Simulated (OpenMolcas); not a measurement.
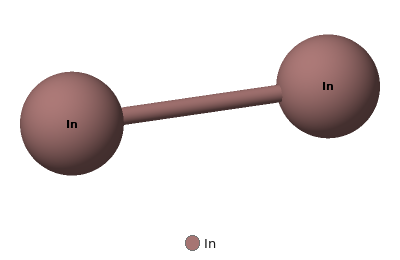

*The molecule at the reference distance of 3.062 Å.*

## In₂: relativistic diatomic calculation (part 1 of 2)

System: In₂.
Method: SA-CASSCF(6,8)/XMS-CASPT2 + RASSI spin-orbit (X2C scalar, AMFI), ANO-RCC-VDZP (OpenMolcas).

### Output (extracts)
```
++    Wave function specifications:
      Number of closed shell electrons          92
      Number of electrons in active shells       6
      Number of inactive orbitals               46
      Number of active orbitals                  8
      Number of secondary orbitals              32
      Spin quantum number                      1.0
      State symmetry                             2
++    Orbital specifications:
      Symmetry species                           1   2
                                                 a   b
      Frozen orbitals                            0   0
      Inactive orbitals                         26  20
      Active orbitals                            4   4
      RAS2 orbitals                              4   4
      Secondary orbitals                        16  16
      Number of basis functions                 46  40
      printout of CI-coefficients larger than  0.15 for root  1
      energy=  -11756.456331
      conf/sym  1111 2222     Coeff  Weight
            34  022u 0u00  -0.93116 0.86706
            36  022u 000u  -0.19684 0.03875
      printout of CI-coefficients larger than  0.15 for root  2
      energy=  -11756.456331
      conf/sym  1111 2222     Coeff  Weight
            34  022u 0u00  -0.19684 0.03875
            36  022u 000u   0.93116 0.86706
      printout of CI-coefficients larger than  0.15 for root  3
      energy=  -11756.394583
      conf/sym  1111 2222     Coeff  Weight
            33  022u u000   0.33493 0.11218
            35  022u 00u0  -0.84817 0.71940
            66  02u2 0u00   0.28043 0.07864
      printout of CI-coefficients larger than  0.15 for root  4
      energy=  -11756.394583
      conf/sym  1111 2222     Coeff  Weight
            33  022u u000  -0.84817 0.71940
            35  022u 00u0  -0.33493 0.11218
            68  02u2 000u   0.28043 0.07864
      Natural orbitals and occupation numbers for root  1
      sym 1:   0.036533   1.959676   1.910615   1.000817
      sym 2:   0.029068   0.975728   0.053302   0.034261
      Natural orbitals and occupation numbers for root  2
      sym 1:   0.036533   1.959676   1.910615   1.000817
      sym 2:   0.053302   0.034261   0.029068   0.975728
      Natural orbitals and occupation numbers for root  3
      sym 1:   0.047722   1.950648   1.847883   1.059841
      sym 2:   0.027470   0.135387   0.898204   0.032845
      Natural orbitals and occupation numbers for root  4
      sym 1:   0.047722   1.950648   1.847883   1.059841
      sym 2:   0.898204   0.032845   0.027470   0.135387
      RASSCF energy for state  4                 -11756.39458307
::    RASSCF root number  1 Total energy: -11756.45633071
::    RASSCF root number  2 Total energy: -11756.45633071
::    RASSCF root number  3 Total energy: -11756.39458307
::    RASSCF root number  4 Total energy: -11756.39458307
      Von Neumann Entropy (Root   1) =  1.53088
++    Wave function specifications:
      Number of closed shell electrons          20
      Number of electrons in active shells       6
      Number of inactive orbitals               10
      Number of active orbitals                  8
      Number of secondary orbitals              32
      Spin quantum number                      1.0
      State symmetry                             2
      Number of CSFs                           768
      Number of CASSCF root(s) available         4
      CASPT2 state passed to geometry opt.       4
      A file JOBMIX will be created
      This is a MULTI-STATE CASSCF reference
      Number of CI roots used                    4
      These are:                                 1   2   3   4
      Off-diagonal elements of Heff are computed
  FINAL CASPT2 RESULT:
      Reference energy:      -11756.4563307075
      E2 (Non-variational):      -0.7220734361
      Shift correction:          -0.0015973636
      E2 (Variational):          -0.7236707997
      Total energy:          -11757.1800015072
      Reference weight:           0.87122
  FINAL CASPT2 RESULT:
      Reference energy:      -11756.4563307075
      E2 (Non-variational):      -0.7220734361
      Shift correction:          -0.0015973636
      E2 (Variational):          -0.7236707997
      Total energy:          -11757.1800015072
      Reference weight:           0.87122
  FINAL CASPT2 RESULT:
      Reference energy:      -11756.3945830673
      E2 (Non-variational):      -0.7203152269
      Shift correction:          -0.0015466481
      E2 (Variational):          -0.7218618749
      Total energy:          -11757.1164449422
      Reference weight:           0.87203
  FINAL CASPT2 RESULT:
      Reference energy:      -11756.3945830673
      E2 (Non-variational):      -0.7203152268
      Shift correction:          -0.0015466481
      E2 (Variational):          -0.7218618749
      Total energy:          -11757.1164449422
      Reference weight:           0.87203
       Total XMS-CASPT2 energies:
::    XMS-CASPT2 Root  1     Total energy: -11757.18000151
::    XMS-CASPT2 Root  2     Total energy: -11757.18000151
::    XMS-CASPT2 Root  3     Total energy: -11757.11644494
::    XMS-CASPT2 Root  4     Total energy: -11757.11644494
++    Wave function specifications:
      Number of closed shell electrons          92
      Number of electrons in active shells       6
      Number of inactive orbitals               46
      Number of active orbitals                  8
      Number of secondary orbitals              32
      Spin quantum number                      1.0
      State symmetry                             1
      printout of CI-coefficients larger than  0.15 for root  1
      energy=  -11756.453777
      conf/sym  1111 2222     Coeff  Weight
            38  0220 u0u0   0.93420 0.87273
            41  0220 0u0u   0.19043 0.03626
      printout of CI-coefficients larger than  0.15 for root  2
      energy=  -11756.407323
      conf/sym  1111 2222     Coeff  Weight
            37  0220 uu00   0.67715 0.45854
            42  0220 00uu   0.67715 0.45854
      printout of CI-coefficients larger than  0.15 for root  3
      energy=  -11756.407323
      conf/sym  1111 2222     Coeff  Weight
            39  0220 0uu0   0.67715 0.45854
            40  0220 u00u   0.67715 0.45854
      printout of CI-coefficients larger than  0.15 for root  4
      energy=  -11756.404707
      conf/sym  1111 2222     Coeff  Weight
            37  0220 uu00   0.32995 0.10887
            39  0220 0uu0   0.59140 0.34976
            40  0220 u00u  -0.59140 0.34976
            42  0220 00uu  -0.32995 0.10887
      printout of CI-coefficients larger than  0.15 for root  5
      energy=  -11756.372081
      conf/sym  1111 2222     Coeff  Weight
            37  0220 uu00   0.50039 0.25039
            39  0220 0uu0  -0.27917 0.07794
            40  0220 u00u   0.27917 0.07794
            42  0220 00uu  -0.50039 0.25039
            68  02ud u0u0  -0.37434 0.14013
            71  02ud 0u0u   0.18100 0.03276
           243  02uu d0u0  -0.22341 0.04991
           245  02uu u0d0   0.15798 0.02496
      Natural orbitals and occupation numbers for root  1
      sym 1:   0.019469   1.959363   1.890626   0.082838
      sym 2:   0.949944   0.073908   0.949944   0.073908
      Natural orbitals and occupation numbers for root  2
      sym 1:   0.018224   1.953199   1.898961   0.076439
      sym 2:   0.520524   0.506064   0.520524   0.506064
      Natural orbitals and occupation numbers for root  3
      sym 1:   0.018224   1.953199   1.898961   0.076439
      sym 2:   0.520524   0.506065   0.520525   0.506064
      Natural orbitals and occupation numbers for root  4
      sym 1:   0.018445   1.952304   1.898619   0.075289
      sym 2:   0.520930   0.506742   0.520929   0.506743
      Natural orbitals and occupation numbers for root  5
      sym 1:   0.023327   1.931969   1.684466   0.310218
      sym 2:   0.606445   0.418564   0.606445   0.418564
      RASSCF energy for state  5                 -11756.37208131
::    RASSCF root number  1 Total energy: -11756.45377722
::    RASSCF root number  2 Total energy: -11756.40732333
::    RASSCF root number  3 Total energy: -11756.40732333
::    RASSCF root number  4 Total energy: -11756.40470676
::    RASSCF root number  5 Total energy: -11756.37208131
      Von Neumann Entropy (Root   1) =  1.73301
++    Wave function specifications:
      Number of closed shell electrons          20
      Number of electrons in active shells       6
      Number of inactive orbitals               10
      Number of active orbitals                  8
      Number of secondary orbitals              32
      Spin quantum number                      1.0
      State symmetry                             1
      Number of CSFs                           744
      Number of CASSCF root(s) available         5
      CASPT2 state passed to geometry opt.       5
      A file JOBMIX will be created
      This is a MULTI-STATE CASSCF reference
      Number of CI roots used                    5
      These are:                                 1   2   3   4   5
      Off-diagonal elements of Heff are computed
  FINAL CASPT2 RESULT:
      Reference energy:      -11756.4537772198
      E2 (Non-variational):      -0.7176245015
      Shift correction:          -0.0014872073
      E2 (Variational):          -0.7191117088
      Total energy:          -11757.1728889286
      Reference weight:           0.87299
  FINAL CASPT2 RESULT:
      Reference energy:      -11756.4073233259
      E2 (Non-variational):      -0.7174232063
      Shift correction:          -0.0014003675
      E2 (Variational):          -0.7188235738
      Total energy:          -11757.1261468997
      Reference weight:           0.87418
  FINAL CASPT2 RESULT:
      Reference energy:      -11756.4073233259
      E2 (Non-variational):      -0.7174272871
      Shift correction:          -0.0014003652
      E2 (Variational):          -0.7188276524
      Total energy:          -11757.1261509783
      Reference weight:           0.87417
  FINAL CASPT2 RESULT:
      Reference energy:      -11756.4047067581
      E2 (Non-variational):      -0.7172392844
      Shift correction:          -0.0013997363
      E2 (Variational):          -0.7186390207
      Total energy:          -11757.1233457788
      Reference weight:           0.87423
  FINAL CASPT2 RESULT:
      Reference energy:      -11756.3720813076
      E2 (Non-variational):      -0.7145469142
      Shift correction:          -0.0017170840
      E2 (Variational):          -0.7162639982
      Total energy:          -11757.0883453057
      Reference weight:           0.87166
       Total XMS-CASPT2 energies:
::    XMS-CASPT2 Root  1     Total energy: -11757.17288893
::    XMS-CASPT2 Root  2     Total energy: -11757.12615279
::    XMS-CASPT2 Root  3     Total energy: -11757.12614508
::    XMS-CASPT2 Root  4     Total energy: -11757.12334578
::    XMS-CASPT2 Root  5     Total energy: -11757.08834530
++    Wave function specifications:
      Number of closed shell electrons          92
      Number of electrons in active shells       6
      Number of inactive orbitals               46
      Number of active orbitals                  8
      Number of secondary orbitals              32
      Spin quantum number                      0.0
      State symmetry                             1
      printout of CI-coefficients larger than  0.15 for root  1
      energy=  -11756.441206
      conf/sym  1111 2222     Coeff  Weight
            63  0220 0200  -0.21615 0.04672
            65  0220 0ud0  -0.86524 0.74864
            66  0220 0020   0.21615 0.04672
            67  0220 u00d   0.26213 0.06871
      printout of CI-coefficients larger than  0.15 for root  2
      energy=  -11756.441206
      conf/sym  1111 2222     Coeff  Weight
            61  0220 2000  -0.18535 0.03436
            63  0220 0200   0.61182 0.37432
            65  0220 0ud0  -0.30568 0.09344
            66  0220 0020  -0.61182 0.37432
            70  0220 0002   0.18535 0.03436
      printout of CI-coefficients larger than  0.15 for root  3
      energy=  -11756.440844
      conf/sym  1111 2222     Coeff  Weight
            10  0222 0000   0.64425 0.41505
            63  0220 0200  -0.48373 0.23399
            66  0220 0020  -0.48373 0.23399
      printout of CI-coefficients larger than  0.15 for root  4
      energy=  -11756.427653
      conf/sym  1111 2222     Coeff  Weight
            10  0222 0000   0.70490 0.49689
            61  0220 2000  -0.18452 0.03405
            63  0220 0200   0.41649 0.17346
            66  0220 0020   0.41649 0.17346
            70  0220 0002  -0.18452 0.03405
      printout of CI-coefficients larger than  0.15 for root  5
      energy=  -11756.409411
      conf/sym  1111 2222     Coeff  Weight
            64  0220 u0d0   0.67652 0.45768
            68  0220 0u0d  -0.67652 0.45768
      Natural orbitals and occupation numbers for root  1
      sym 1:   0.017301   1.960138   1.897551   0.073897
      sym 2:   0.112845   0.912712   0.912712   0.112845
      Natural orbitals and occupation numbers for root  2
      sym 1:   0.017301   1.960138   1.897551   0.073897
      sym 2:   0.112845   0.912712   0.912712   0.112845
      Natural orbitals and occupation numbers for root  3
      sym 1:   0.022084   1.960074   1.911715   0.906763
      sym 2:   0.076923   0.522759   0.522759   0.076923
      Natural orbitals and occupation numbers for root  4
      sym 1:   0.030516   1.940167   1.903483   1.110641
      sym 2:   0.089556   0.418040   0.418040   0.089556
      Natural orbitals and occupation numbers for root  5
      sym 1:   0.018028   1.953334   1.895135   0.079391
      sym 2:   0.506057   0.520999   0.520999   0.506057
      RASSCF energy for state  5                 -11756.40941092
::    RASSCF root number  1 Total energy: -11756.44120576
::    RASSCF root number  2 Total energy: -11756.44120576
::    RASSCF root number  3 Total energy: -11756.44084414
::    RASSCF root number  4 Total energy: -11756.42765348
::    RASSCF root number  5 Total energy: -11756.40941092
      Von Neumann Entropy (Root   1) =  1.83655
++    Wave function specifications:
      Number of closed shell electrons          20
      Number of electrons in active shells       6
      Number of inactive orbitals               10
      Number of active orbitals                  8
      Number of secondary orbitals              32
      Spin quantum number                      0.0
      State symmetry                             1
      Number of CSFs                           600
      Number of CASSCF root(s) available         5
      CASPT2 state passed to geometry opt.       5
      A file JOBMIX will be created
      This is a MULTI-STATE CASSCF reference
      Number of CI roots used                    5
      These are:                                 1   2   3   4   5
      Off-diagonal elements of Heff are computed
  FINAL CASPT2 RESULT:
      Reference energy:      -11756.4412057571
      E2 (Non-variational):      -0.7179772495
      Shift correction:          -0.0014539608
      E2 (Variational):          -0.7194312103
      Total energy:          -11757.1606369675
      Reference weight:           0.87324
  FINAL CASPT2 RESULT:
      Reference energy:      -11756.4412057571
      E2 (Non-variational):      -0.7180746756
      Shift correction:          -0.0014558890
      E2 (Variational):          -0.7195305646
      Total energy:          -11757.1607363217
      Reference weight:           0.87318
  FINAL CASPT2 RESULT:
      Reference energy:      -11756.4408441359
      E2 (Non-variational):      -0.7232723323
      Shift correction:          -0.0015238963
      E2 (Variational):          -0.7247962286
      Total energy:          -11757.1656403645
      Reference weight:           0.87149
  FINAL CASPT2 RESULT:
      Reference energy:      -11756.4276534846
      E2 (Non-variational):      -0.7195126722
      Shift correction:          -0.0015139744
      E2 (Variational):          -0.7210266466
      Total energySPIN-FREE ENERGIES:
  (Shifted by EMIN (a.u.) =     -11757.1800015072)
 SF State       Relative EMIN(au)   Rel lowest level(eV)    D:o, cm**(-1)      Abs_M
     1             0.0000000000        0.0000000000              0.0000         1.0
     2             0.0000000000        0.0000000000              0.0000         1.0
     5             0.0071125786        0.1935431244           1561.0306         0.0
    10             0.0131892062        0.3588965855           2894.6962         0.0
    15             0.0167912630        0.4569135428           3685.2563         1.0
    16             0.0167912630        0.4569135428           3685.2563         1.0
    11             0.0192649983        0.5242273108           4228.1784         2.0
    12             0.0193647269        0.5269410632           4250.0663         2.0
    13             0.0324933123        0.8841880722           7131.4577         0.0
    14             0.0485191977        1.3202746282          10648.7330         0.0
     6             0.0538487131        1.4652981298          11818.4264         2.0
     7             0.0538564241        1.4655079575          11820.1188         2.0
     8             0.0566557256        1.5416808333          12434.4945         0.0
     4             0.0635565650        1.7294622382          13949.0537         1.0
     3             0.0635565650        1.7294622382          13949.0537         1.0
    17             0.0730953551        1.9890259404          16042.5761         1.0
    18             0.0730953551        1.9890259404          16042.5761         1.0
     9             0.0916562034        2.4940923521          20116.2114         0.0
    19             0.1062679286        2.8916976512          23323.1145         0.0
```

(Continued in part 2.) Outcome of the run: converged.
